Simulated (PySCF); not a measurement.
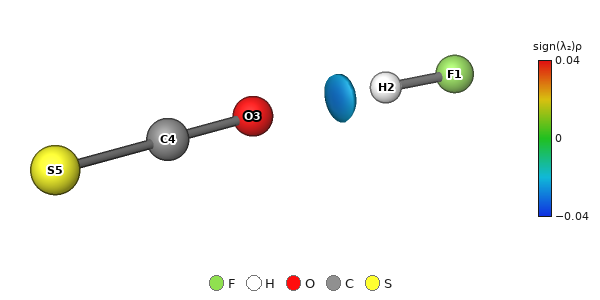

CHFOS, SMILES `F.O=C=S`. Non-covalent interaction surfaces between the fragments (reduced density gradient s = 0.5, coloured by sign(λ₂)ρ in a.u.; trimmed to the region between the fragments where ρ is under 0.06 a.u.). Fragment A: HF (atoms 1–2); fragment B: CSO.

PySCF calculation, CAM-B3LYP/def2-TZVP, gas phase; geometry: GFN2-xTB. GFN2-xTB bond lengths at metals and heavier atoms can be off by up to 0.1 Å and shapes distorted, which carries into these values.

Coordinates in Å:

```
F1       3.3340   -0.0273    0.0000
H2       2.3967    0.0104    0.0000
O3       0.5874    0.0509    0.0000
C4      -0.5717    0.0209    0.0000
S5      -2.1045   -0.0186    0.0000
```

### Interpret the surfaces between the fragments.

Bond critical points between the fragments: H2···O3, hydrogen bond, 1.81 Å, ρ = 0.027 a.u. It appears blue (attractive, sign(λ₂)ρ well below zero). The pose is a local one from a semi-empirical search, not shown to be the most stable.

### How strongly are they bound?

The counterpoise-corrected interaction energy of the frozen fragments is −3.5 kcal/mol without dispersion correction and −3.8 kcal/mol with D3(BJ). The pair geometry is semi-empirical, not a minimum at this level.
